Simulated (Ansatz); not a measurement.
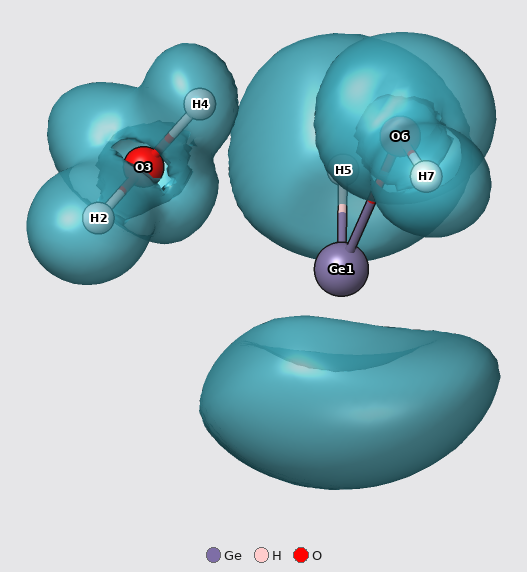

GeH₂O···H₂O. Isosurface of the electron localisation function at 0.75 (cyan), seen from one side. Only the valence region is drawn (cores and ρ < 0.01 e/Å³ removed).

Theory: Ansatz 0.2.0, RKS PBE-D4/def2-TZVP.

The calculation's input:

```
crystal:
  periodic: [false, false, false]
  atoms:
    - { symbol: Ge, position_ang: [-0.855197, 0.252468, 0.312769] }
    - { symbol: H, position_ang: [1.5156, -0.225072, 1.630862] }
    - { symbol: O, position_ang: [2.04749, 0.021924, 0.834697] }
    - { symbol: H, position_ang: [2.079437, -0.801572, 0.310706] }
    - { symbol: H, position_ang: [-0.582472, 1.101034, -1.024089] }
    - { symbol: O, position_ang: [-0.886191, -1.335546, -0.601848] }
    - { symbol: H, position_ang: [-1.126167, -2.054836, 0.009103] }
basis:
  gaussian: { orbitals: def2-TZVP }
hamiltonian:
  xc: pbe
  dispersion: d4
relax:
  f_tol: 0.03
  max_steps: 50
output:
  orbitals: {}
```

Launched as:

```sh
ansatz run input.yaml --threads 4 --pin off --max-ram 5120MiB --backend cpu --events-out ev --progress --plain --runs-dir out
```

The fields are those of the run's last geometry, not of the input's.

### Where are the electrons localised?

The ELF exceeds this value in one region around a hydrogen nucleus, one lobe on Ge, pointing away from the bonds (lone pairs) and two joined regions spread over several atoms (H, O), in which their bonds and any lone pairs are merged.

Values along the shortest contacts:
Ge1···O3 (2.31 Å): the ELF peaks at about 0.90 in the valence shell of O, 0.6 Å from its nucleus, and is about 0.25 at the midpoint. Ge–O (1.88 Å): the ELF peaks at about 0.85 in the valence shell of O, 0.6 Å from its nucleus, and is about 0.35 at the midpoint.
